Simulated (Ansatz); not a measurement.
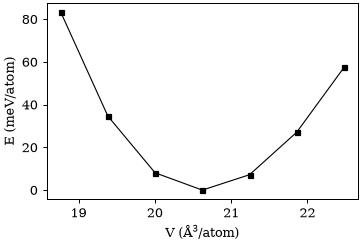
BiRh (NiAs type, P6_3/mmc) under volume change, the program Ansatz at the PBEsol level (PAW), shape and atoms relaxed at each volume.

### Question
What does a third-order Birch–Murnaghan fit give for V₀, B₀ and B′?

### Answer
V₀ = 20.62 Å³/atom, B₀ = 132 GPa, B′ = 5.2.

The workflow started from a Materials Project entry (that database holds measured and hypothetical structures alike); the Crystallography Open Database files this formula in space group No. 194, but the cells were not matched. Whether it is the stable phase at ambient conditions was not checked. Symmetry was held in the PBEsol relaxation; of distortions, only those at the zone centre were tested. No spin polarisation was allowed. Spin–orbit coupling is left out wherever it is not named.

Potentials: the later of the program's two PAW sets.
